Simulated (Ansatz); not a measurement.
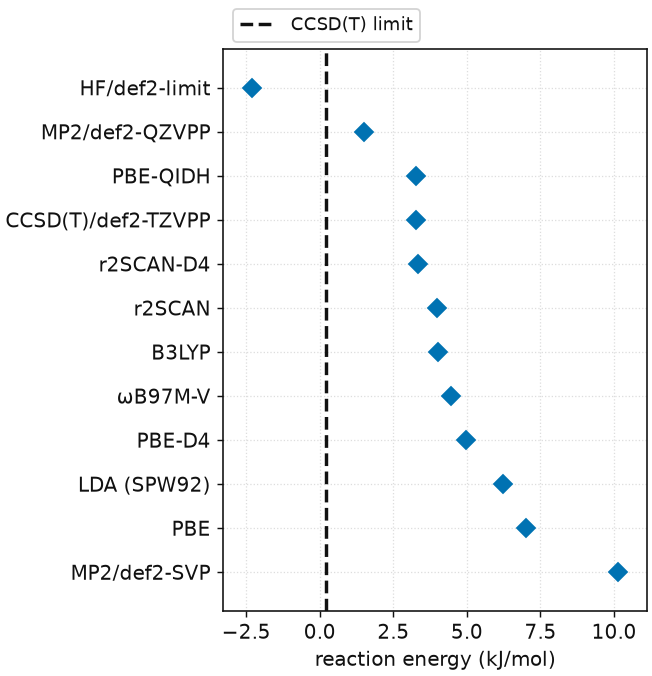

Electronic reaction energy of B₂H₄O (BBO) + AlH₃O ([OH][AlH2]) → AlB₂H₅O (BB[O][AlH2]) + H₂O (O) (SMILES in brackets) at several levels (functionals in def2-TZVPP unless a basis is named), isolated molecules at PBE0-D4 triple-zeta geometries, minima by their frequencies, no zero-point or thermal terms, the Ansatz code. The line is frozen-core CCSD(T) at the basis limit (MP2 extrapolated from triple and quadruple zeta, plus CCSD(T) less MP2 in a smaller set). PBE-QIDH holds a correlation term that converges slowly with the basis, so part of the distance to the limit is basis error. No dispersion term is added to PBE-QIDH, r2SCAN, B3LYP and PBE. The distance of MP2/def2-QZVPP, CCSD(T)/def2-TZVPP and MP2/def2-SVP to the limit includes basis error.

**What range do the values span, the line included?**

From −2.3 kJ/mol (HF/def2-limit) to 10.1 kJ/mol (MP2/def2-SVP).

**Which level comes closest to the line (CCSD(T) limit), and which misses most?**

Closest MP2/def2-QZVPP (1.5 kJ/mol), against 0.2 kJ/mol; farthest MP2/def2-SVP (10.1 kJ/mol).

Known limits of this run: one conformer of each flexible molecule.
